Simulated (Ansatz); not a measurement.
**Amorphous Si48O48**

Preparation: random packing, a CHGNet melt and quench, and a DFT relaxation. O atoms were pushed apart under 1.9 Å during the dynamics, to hinder bonds among them. The hot cell started wider than the set density and was brought back towards it in steps. It is the lowest in DFT energy of 8 quenches. It is a model cell: composition and starting density were chosen by hand, and all elements were melted together. No dispersion term was used. Cycles of charging and discharging annealed it further.

Methods: PBE, scalar-relativistic without spin-orbit coupling (Ansatz, a quantum-chemistry and plane-wave program); r2SCAN, scalar-relativistic without spin-orbit coupling (Ansatz); HSE06, scalar-relativistic without spin-orbit coupling (Ansatz). Geometry, pressure, stress and energy are those of the PBE run. Its sampling: a 2×2×2 Γ-centred mesh; Fermi-Dirac width 0.02 eV; no spin polarisation. Other functionals are single points at the zone centre (r2SCAN at 500 eV; exact exchange cut at the cell's faces), free to take moments where seeds were set. The usual formal charges leave 96 electrons over, so the level spacing at the Fermi energy parts defect or band states and needn't be the band gap. At PBE the levels at both edges of the gap are localised (band-tail or defect states), and the nearest spread-out levels lie 1.4 eV apart at the zone centre.

- Number of atoms in the cell = 96
- Density (held, not predicted) = 2.17 g/cm^3
- Volume per atom = 16.89 Å^3
- Pressure on a 2×2×2 Γ-centred mesh = -0.40 GPa
- Largest force and stress component on that mesh (the relaxation ran on the zone centre alone) = 0.23 eV/Å and 0.6 GPa
- Energy relative to alpha cristobalite + silicon (lowest mix at this level among the phases computed, not always the ambient ones) = 0.351 eV/atom
- Level spacing at the Fermi energy on a 2×2×2 Γ-centred mesh (PBE) = 0.80 eV
- Level spacing at the Fermi energy at the zone centre (PBE) = 0.83 eV
- Level spacing at the Fermi energy at the zone centre (r2SCAN) = 0.94 eV
- Level spacing at the Fermi energy at the zone centre (HSE06) = 1.36 eV

Bonds are counted up to Si-Si 2.60 Å, Si-O 2.04 Å, O-O 1.58 Å. Two cations that share two anions don't count as bonded, nor two that share one unless they lie closer than Si-Si 2.38 Å.

```yaml
Mean coordination of Si by anions: 2.02 (10 with 0, 7 with 1, 10 with 2, 14 with 3, 7 with 4); 88 close contacts or bonds to cations besides
Mean coordination of O: 2.02 (47 with 2, 1 with 3)
Mean Si-O bond: 1.660 Å (spread 0.043 Å, 97 counted)
Mean Si-Si bond: 2.401 Å (spread 0.081 Å, 44 counted)
```

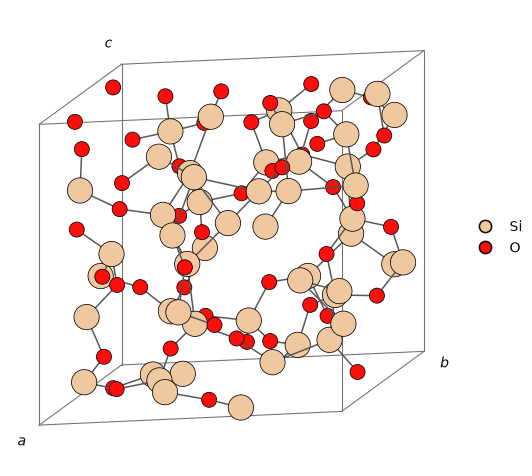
The relaxed cell

Its density started from a set value of 2.17 g/cm³. The quench (nominally 100 K/ps over its main leg) was far faster than any real one, so the model tends to hold more defects than a real film. A cell of this size samples the disorder only roughly. The volume was held where the preparation left it and the shape relaxed, at a PBE pressure of -0.4 GPa (tension). Stress components on the final sampling reach 0.6 GPa. On a 2×2×2 Γ-centred mesh force components of up to 0.23 eV/Å stay, since the relaxation ran on the zone centre alone. Cycles of charging lowered its energy after that relaxation.
